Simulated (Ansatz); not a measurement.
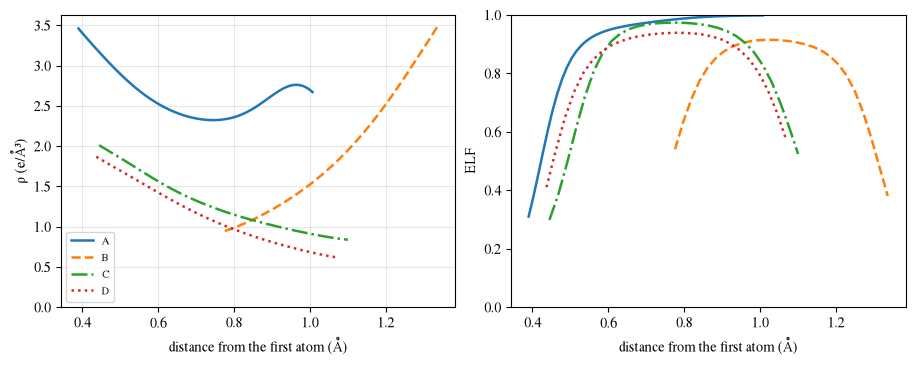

*C2H10AlNSi. Total electron density and electron localisation function along straight lines between neighbouring atoms. The curves leave out the atomic cores.*

Geometry: PBE0-D4/def2-TZVP.

Method: Ansatz, RKS PBE0-D4/def2-TZVPP.

The calculation's input:

```
crystal:
  periodic: [false, false, false]
  atoms:
    - {symbol: C, position_ang: [-1.512639, -0.458999, 0.904571]}
    - {symbol: Si, position_ang: [0.338518, -0.179534, 0.917944]}
    - {symbol: N, position_ang: [1.122434, -1.651992, 0.483387]}
    - {symbol: C, position_ang: [0.722699, 1.255029, -0.223288]}
    - {symbol: Al, position_ang: [-0.103291, 1.028675, -1.966785]}
    - {symbol: H, position_ang: [-1.802888, -1.212009, 1.640258]}
    - {symbol: H, position_ang: [-1.851283, -0.820432, -0.074123]}
    - {symbol: H, position_ang: [-2.057131, 0.463833, 1.122910]}
    - {symbol: H, position_ang: [0.805559, 0.115241, 2.302962]}
    - {symbol: H, position_ang: [0.977224, -2.066135, -0.423958]}
    - {symbol: H, position_ang: [2.058729, -1.828911, 0.808324]}
    - {symbol: H, position_ang: [1.813844, 1.302968, -0.327723]}
    - {symbol: H, position_ang: [0.385739, 2.193752, 0.230792]}
    - {symbol: H, position_ang: [0.282145, -0.233942, -2.857777]}
    - {symbol: H, position_ang: [-1.201457, 2.041757, -2.507994]}
basis:
  gaussian: {orbitals: def2-TZVPP}
hamiltonian: {xc: pbe0, dispersion: d4}
output: {orbitals: {seedname: orbitals}}
```

Run with:

```sh
ansatz run in.yaml --threads 4 --pin off --events-out ev --progress --plain --max-ram 10444MiB
```

Q: Which curve belongs to which contact (C–Al, C–Si, N–H and Si–N)? The first atom named is at distance zero.

A: Curve A: N–H (1.01 Å): ρ at the midpoint is about 2.9 e/Å³; the ELF climbs to about 1 towards the hydrogen, as it does in any bond to H: an ordinary covalent bond to hydrogen. Curve B: Si–N (1.72 Å): ρ at the midpoint is about 1.1 e/Å³; the ELF peaks at about 0.90 between the atoms (a polar covalent bond). Curve C: C–Si (1.87 Å): ρ is about 0.98 e/Å³ halfway; the ELF peaks at about 1 between the atoms; localised, covalent bonding. Curve D: C–Al (1.94 Å): the density is about 0.72 e/Å³ at the midpoint; the ELF peaks at about 0.95 between the atoms; a polar covalent bond.
